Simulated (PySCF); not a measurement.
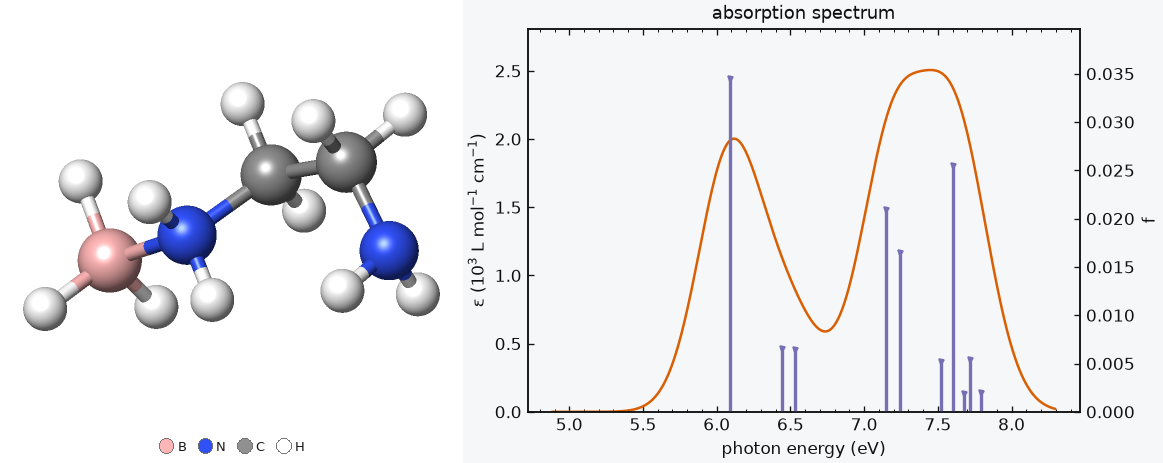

Computed absorption of C₂H₁₁BN₂, SMILES [BH3-][NH2+]CCN. Vertical TDDFT excitations, PBE0/def2-SVPD, PySCF, at a PBE0-D3(BJ)/def2-SVP geometry (no frequency check), gas phase. The lowest 10 singlet states are shown; each is broadened by a Gaussian of 1/e half-width 0.30 eV. Sticks give oscillator strengths (right axis).

Which of the computed transitions is the brightest, and what character does the calculation give it?

Answer. S1 at 6.09 eV (204 nm), f = 0.034, mainly HOMO → LUMO (88 %).

Does any vertical transition fall in the visible?

Answer. No singlet lies below 3.1 eV (beyond 400 nm), so at this level no vertical transition falls in the visible.

List the transitions behind the spectrum.

Answer.
```tsv
state	E (eV)	λ (nm)	f	main character
S1	6.09	204	0.034	HOMO → LUMO (88 %)
S2	6.44	192	0.007	HOMO−1 → LUMO (97 %)
S3	6.53	190	0.006	HOMO−2 → LUMO (84 %)
S4	7.15	173	0.021	HOMO → LUMO+1 (87 %)
S5	7.24	171	0.016	HOMO → LUMO+2 (78 %)
S6	7.52	165	0.005	HOMO−1 → LUMO+1 (90 %)
S7	7.60	163	0.025	HOMO−2 → LUMO+1 (64 %)
S8	7.68	162	0.002	HOMO−1 → LUMO+2 (86 %)
S9	7.72	161	0.005	HOMO → LUMO+3 (74 %)
S10	7.79	159	0.002	HOMO−2 → LUMO+2 (69 %)
```

Note: states above the negative HOMO energy depend on the basis; one conformer of a flexible molecule; core orbitals are frozen in the response.
